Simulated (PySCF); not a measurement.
# Geometry relaxation of C$_{5}$H$_{6}$F$_{2}$

The run: geometry relaxation of C$_{5}$H$_{6}$F$_{2}$. Method and program: PBE0-D3(BJ)/def2-SVP geometry optimisation, gas phase (PySCF 2.14.0).

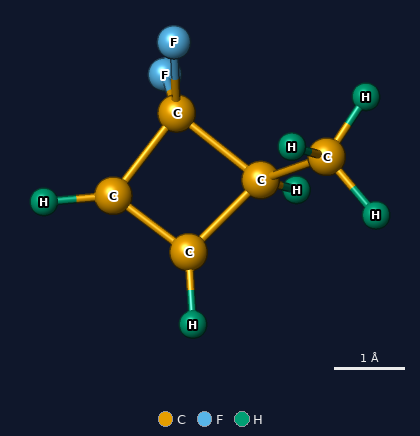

The structure as given in the input (ball-and-stick view, seen at a tilt). Bond lengths as drawn: C–C 1.37 to 1.56 Å, C–F 1.35 to 1.36 Å and C–H 1.01 to 1.12 Å.

Summary

- outcome: converged
- total energy: −393.073468 hartree
- dipole moment: 2.30 D
- point group: C1
- hardware: 1 CPU thread, shared host
- wall time: 68 s
- peak memory: 0.51 GiB

Input
```
{"job": {"xc": "PBE0", "basis": "def2-SVP", "d3": "d3bj", "grid": 1, "shake": 0.01, "kind": "geom"}, "charge": 0, "multiplicity": 1}
C     -1.541910     0.153480     0.427860
C     -0.364540     0.031690    -0.494040
C      0.708230     1.079850    -0.380850
C      1.709490     0.241920     0.027820
C      0.749380    -0.954940    -0.029880
F      0.513010    -1.582910     1.150730
F      1.084920    -1.930400    -0.903530
H     -2.142600    -0.724850     0.396550
H     -2.181230     1.017640     0.115890
H     -1.244150     0.355850     1.457270
H     -0.680790    -0.169070    -1.509890
H      0.709820     2.140570    -0.547860
H      2.686200     0.324280     0.279620
```

The first line tells a small driver script what to run in PySCF; the rest is the geometry in Å.

Run as:
```bash
OMP_NUM_THREADS=1 python <driver script> task.json out
```

The program's output
```
step   0  E = -393.06477038  max force = 0.102109
step   1  E = -393.06709859  max force = 0.024543
step   2  E = -393.07208934  max force = 0.010392
step   3  E = -393.07303406  max force = 0.006247
step   4  E = -393.07329669  max force = 0.004953
step   5  E = -393.07337347  max force = 0.001667
step   6  E = -393.07340533  max force = 0.000747
step   7  E = -393.07343241  max force = 0.000942
step   8  E = -393.07345272  max force = 0.000909
step   9  E = -393.07346446  max force = 0.000534
step  10  E = -393.07346839  max force = 0.000266
optimisation converged
```

Trajectory as extended XYZ (Å, eV, eV/Å), 11 frames, from step=0 to step=10
```
13
Properties=species:S:1:pos:R:3:forces:R:3 step=0 energy=-10695.83720
C    -1.5419    0.1535    0.4279   -0.2291   1.6947  -0.2827
C    -0.3645    0.0317   -0.4940    0.3550  -0.2288   0.6763
C     0.7082    1.0798   -0.3809    1.6968  -1.3227   0.6037
C     1.7095    0.2419    0.0278   -5.2507  -0.2140  -1.3060
C     0.7494   -0.9549   -0.0299    0.7932   0.3898   0.1091
F     0.5130   -1.5829    1.1507   -0.0423   0.2348  -0.2371
F     1.0849   -1.9304   -0.9035   -0.1371   0.1513  -0.0265
H    -2.1426   -0.7248    0.3966   -0.7568  -1.0783   0.0500
H    -2.1812    1.0176    0.1159    0.2546  -0.4660   0.1047
H    -1.2442    0.3558    1.4573    0.1817  -0.0953   0.2948
H    -0.6808   -0.1691   -1.5099   -0.1777  -0.1732  -0.6840
H     0.7098    2.1406   -0.5479   -0.1432   0.7337  -0.1699
H     2.6862    0.3243    0.2796    3.4555   0.3741   0.8675
13
Properties=species:S:1:pos:R:3:forces:R:3 step=1 energy=-10695.90055
C    -1.4016   -0.2202    0.8555   -0.4538   0.0010   0.0254
C    -0.4666    0.2037   -0.2550    0.0171  -0.0874  -0.4027
C     0.6685    1.1403    0.1323   -0.2111   0.4339  -1.1499
C     1.6509    0.3549   -0.3411    1.0328   0.0136   1.2620
C     0.6939   -0.7266   -0.7421   -0.4564   0.3149   0.0475
F     0.7989   -1.9134   -0.1364    0.0945  -0.3398   0.3400
F     0.6352   -0.9785   -2.0673    0.0948  -0.0604  -0.1719
H    -2.0064   -1.1134    0.6094    0.1518   0.1836  -0.1011
H    -2.1076    0.5992    1.1172    0.2317  -0.2289  -0.2343
H    -0.8522   -0.4403    1.7724    0.2541  -0.1654   0.2312
H    -1.0087    0.4852   -1.1815   -0.1097   0.2635   0.3573
H     0.6319    2.1914    0.4533    0.1259  -0.3241   0.3516
H     2.7616    0.4026   -0.2258   -0.7716  -0.0044  -0.5553
13
Properties=species:S:1:pos:R:3:forces:R:3 step=2 energy=-10696.03636
C    -1.3872   -0.2314    0.8471   -0.0280  -0.0100   0.2398
C    -0.4799    0.2296   -0.2667    0.2776  -0.1033  -0.2896
C     0.6667    1.1656    0.0788   -0.1343   0.3093  -0.2692
C     1.6540    0.3501   -0.3167    0.1004  -0.1955   0.5344
C     0.6721   -0.7200   -0.7185    0.0148   0.1809  -0.1893
F     0.7618   -1.8954   -0.0698   -0.0485  -0.0751   0.1116
F     0.6445   -1.0070   -2.0409    0.0463  -0.0986   0.0229
H    -1.9825   -1.1103    0.5560    0.0307   0.0325  -0.0558
H    -2.0856    0.5718    1.1273   -0.0233  -0.0047  -0.0024
H    -0.8115   -0.4959    1.7488    0.0025  -0.0381  -0.0633
H    -1.0537    0.5475   -1.1555   -0.0509   0.0282   0.0806
H     0.6486    2.1950    0.4479    0.0648  -0.0533   0.1673
H     2.7503    0.3852   -0.2470   -0.2522   0.0277  -0.2870
13
Properties=species:S:1:pos:R:3:forces:R:3 step=3 energy=-10696.06206
C    -1.3716   -0.2350    0.8404    0.0250   0.0273   0.0787
C    -0.4764    0.2448   -0.2807   -0.1528   0.0663   0.0206
C     0.6617    1.1969    0.0619   -0.0614  -0.3212  -0.0631
C     1.6343    0.3463   -0.2962    0.1313   0.0307   0.1300
C     0.6623   -0.7213   -0.7085    0.0154   0.2232  -0.1474
F     0.7243   -1.8838   -0.0245   -0.0261   0.0354   0.0039
F     0.6644   -1.0448   -2.0232    0.0168  -0.0300   0.1300
H    -1.9590   -1.1051    0.5161   -0.0457  -0.0349   0.0047
H    -2.0735    0.5546    1.1432   -0.0311   0.0320   0.0367
H    -0.7816   -0.5311    1.7228   -0.0353   0.0060  -0.0637
H    -1.0686    0.5749   -1.1501   -0.0373  -0.0552  -0.0507
H     0.6606    2.2117    0.4678    0.0145  -0.0132  -0.0007
H     2.7210    0.3770   -0.2781    0.1866   0.0335  -0.0790
13
Properties=species:S:1:pos:R:3:forces:R:3 step=4 energy=-10696.06921
C    -1.3793   -0.2335    0.8413    0.0225   0.0259  -0.0362
C    -0.4821    0.2446   -0.2836    0.0475   0.0246   0.0837
C     0.6627    1.1841    0.0597    0.0277   0.0773   0.1031
C     1.6497    0.3485   -0.2948   -0.2547  -0.0548  -0.0168
C     0.6664   -0.7126   -0.7059    0.0589  -0.0694  -0.1718
F     0.7221   -1.8720   -0.0156   -0.0013  -0.0284   0.0519
F     0.6744   -1.0494   -2.0154    0.0014  -0.0066   0.0299
H    -1.9729   -1.0994    0.5141   -0.0316  -0.0117   0.0118
H    -2.0779    0.5578    1.1528    0.0186   0.0107   0.0031
H    -0.7875   -0.5390    1.7165   -0.0061  -0.0040  -0.0021
H    -1.0773    0.5723   -1.1527    0.0295  -0.0309  -0.0378
H     0.6620    2.1945    0.4754   -0.0071   0.0442  -0.0046
H     2.7375    0.3892   -0.3009    0.0947   0.0231  -0.0142
13
Properties=species:S:1:pos:R:3:forces:R:3 step=5 energy=-10696.07130
C    -1.3813   -0.2327    0.8411    0.0026   0.0022  -0.0256
C    -0.4800    0.2416   -0.2812    0.0074  -0.0139   0.0506
C     0.6622    1.1829    0.0676   -0.0041   0.0283   0.0054
C     1.6465    0.3491   -0.2974   -0.0398  -0.0251   0.0206
C     0.6689   -0.7162   -0.7084    0.0138   0.0081  -0.0857
F     0.7297   -1.8760   -0.0183   -0.0063   0.0005   0.0286
F     0.6752   -1.0501   -2.0180   -0.0012  -0.0147   0.0318
H    -1.9826   -1.0958    0.5182   -0.0110   0.0081   0.0016
H    -2.0736    0.5648    1.1505    0.0088   0.0093   0.0078
H    -0.7929   -0.5392    1.7183    0.0012  -0.0078  -0.0006
H    -1.0709    0.5665   -1.1546    0.0200  -0.0089  -0.0164
H     0.6599    2.1952    0.4808   -0.0008   0.0016   0.0008
H     2.7367    0.3950   -0.3075    0.0093   0.0123  -0.0188
13
Properties=species:S:1:pos:R:3:forces:R:3 step=6 energy=-10696.07217
C    -1.3830   -0.2333    0.8400   -0.0077   0.0000  -0.0165
C    -0.4786    0.2397   -0.2796   -0.0134  -0.0221   0.0282
C     0.6616    1.1823    0.0716   -0.0063   0.0069  -0.0208
C     1.6455    0.3505   -0.2986    0.0384  -0.0015   0.0014
C     0.6708   -0.7173   -0.7084   -0.0070   0.0196  -0.0149
F     0.7331   -1.8748   -0.0134    0.0009   0.0047   0.0128
F     0.6768   -1.0553   -2.0159   -0.0030  -0.0157   0.0156
H    -1.9935   -1.0893    0.5153   -0.0031   0.0124  -0.0031
H    -2.0670    0.5700    1.1535    0.0058   0.0046   0.0090
H    -0.7966   -0.5485    1.7155    0.0019  -0.0070  -0.0015
H    -1.0659    0.5641   -1.1559    0.0108   0.0018  -0.0073
H     0.6583    2.1945    0.4854   -0.0003  -0.0068   0.0010
H     2.7363    0.4023   -0.3187   -0.0168   0.0029  -0.0039
13
Properties=species:S:1:pos:R:3:forces:R:3 step=7 energy=-10696.07290
C    -1.3857   -0.2343    0.8386   -0.0102   0.0044  -0.0037
C    -0.4775    0.2379   -0.2775   -0.0129  -0.0187   0.0056
C     0.6613    1.1817    0.0744   -0.0015  -0.0022  -0.0272
C     1.6460    0.3531   -0.3012    0.0485   0.0137  -0.0169
C     0.6730   -0.7180   -0.7067   -0.0089   0.0142   0.0356
F     0.7388   -1.8719   -0.0049    0.0035   0.0090   0.0028
F     0.6778   -1.0631   -2.0114   -0.0055  -0.0149  -0.0053
H    -2.0082   -1.0795    0.5083   -0.0003   0.0096  -0.0054
H    -2.0584    0.5752    1.1604    0.0041   0.0002   0.0061
H    -0.8018   -0.5640    1.7103    0.0018  -0.0065  -0.0017
H    -1.0606    0.5629   -1.1564    0.0030   0.0040  -0.0006
H     0.6568    2.1934    0.4893   -0.0003  -0.0069   0.0010
H     2.7363    0.4115   -0.3321   -0.0213  -0.0058   0.0097
13
Properties=species:S:1:pos:R:3:forces:R:3 step=8 energy=-10696.07346
C    -1.3880   -0.2355    0.8373   -0.0051   0.0087   0.0064
C    -0.4767    0.2366   -0.2758   -0.0045  -0.0053  -0.0121
C     0.6613    1.1819    0.0748   -0.0005  -0.0023  -0.0174
C     1.6469    0.3561   -0.3045    0.0266   0.0148  -0.0224
C     0.6748   -0.7181   -0.7044   -0.0043   0.0028   0.0467
F     0.7447   -1.8682    0.0036    0.0033   0.0071  -0.0004
F     0.6772   -1.0704   -2.0068   -0.0045  -0.0123  -0.0120
H    -2.0213   -1.0697    0.5002   -0.0008   0.0044  -0.0044
H    -2.0503    0.5789    1.1687    0.0025  -0.0008   0.0024
H    -0.8061   -0.5802    1.7046    0.0008  -0.0050  -0.0024
H    -1.0567    0.5626   -1.1564   -0.0032  -0.0004   0.0020
H     0.6555    2.1931    0.4906    0.0002  -0.0030   0.0011
H     2.7365    0.4183   -0.3410   -0.0106  -0.0086   0.0127
13
Properties=species:S:1:pos:R:3:forces:R:3 step=9 energy=-10696.07378
C    -1.3892   -0.2362    0.8366    0.0007   0.0088   0.0088
C    -0.4765    0.2359   -0.2752    0.0035   0.0058  -0.0171
C     0.6611    1.1825    0.0738   -0.0005   0.0006  -0.0070
C     1.6476    0.3584   -0.3071    0.0000   0.0083  -0.0136
C     0.6759   -0.7180   -0.7025    0.0013  -0.0051   0.0275
F     0.7492   -1.8655    0.0090    0.0004   0.0036   0.0027
F     0.6763   -1.0751   -2.0038   -0.0021  -0.0090  -0.0069
H    -2.0297   -1.0626    0.4943   -0.0020   0.0010  -0.0016
H    -2.0442    0.5809    1.1754    0.0016   0.0000   0.0000
H    -0.8082   -0.5920    1.7001   -0.0001  -0.0028  -0.0022
H    -1.0555    0.5621   -1.1564   -0.0047  -0.0050   0.0018
H     0.6544    2.1934    0.4903    0.0006  -0.0002   0.0001
H     2.7367    0.4212   -0.3436    0.0013  -0.0059   0.0074
13
Properties=species:S:1:pos:R:3:forces:R:3 step=10 energy=-10696.07388
C    -1.3891   -0.2363    0.8365    0.0035   0.0066   0.0052
C    -0.4767    0.2358   -0.2756    0.0044   0.0084  -0.0137
C     0.6605    1.1831    0.0725   -0.0007   0.0021  -0.0022
C     1.6475    0.3594   -0.3080   -0.0083   0.0014  -0.0049
C     0.6762   -0.7178   -0.7019    0.0030  -0.0063   0.0086
F     0.7509   -1.8646    0.0105   -0.0017   0.0007   0.0058
F     0.6761   -1.0764   -2.0032   -0.0004  -0.0071   0.0011
H    -2.0329   -1.0594    0.4925   -0.0021   0.0003   0.0003
H    -2.0409    0.5820    1.1789    0.0011   0.0012  -0.0002
H    -0.8079   -0.5970    1.6978   -0.0002  -0.0008  -0.0013
H    -1.0561    0.5611   -1.1568   -0.0036  -0.0057   0.0005
H     0.6534    2.1939    0.4893    0.0005   0.0011  -0.0009
H     2.7368    0.4212   -0.3416    0.0046  -0.0020   0.0016
```

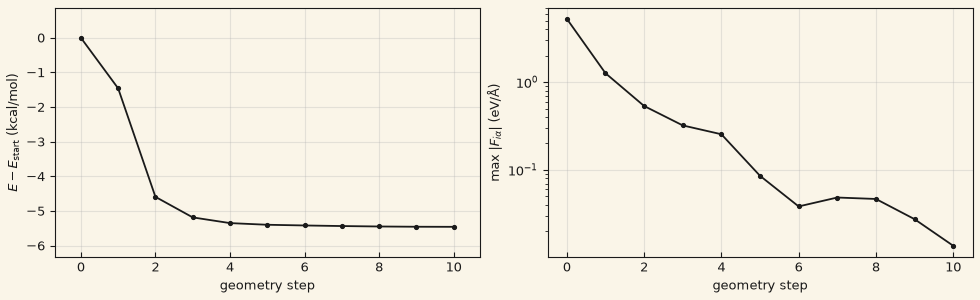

Progress of the relaxation, step by step (steps are counted from 0).

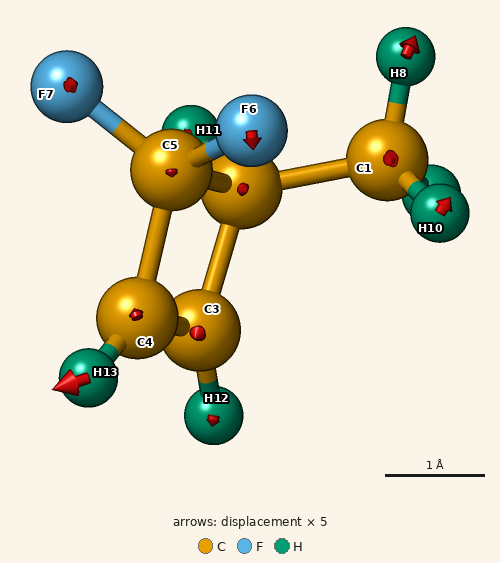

The starting structure with the displacements as red arrows, magnified 5 times (ball-and-stick view, seen at a tilt). The two geometries are laid on each other by the best rigid fit. The energy falls by 5.46 kcal/mol in 10 geometry steps. The largest force component goes from 5.3 to 0.014 eV/Å. The largest move after the best rigid fit is that of H13, 0.081 Å. Largest moves by element: H 0.081 Å, F 0.040 Å, C 0.033 Å. Distances before and after: C4–H13 1.012 → 1.092 Å, C1–H8 1.065 → 1.100 Å, C4–C5 1.535 → 1.503 Å, C3–C4 1.368 → 1.341 Å. Among the angles that change: C4–C3–H12 130.6° → 132.9°, H9–C1–H10 106.0° → 108.2°. (Atoms are counted from 1 in the order of the input.)
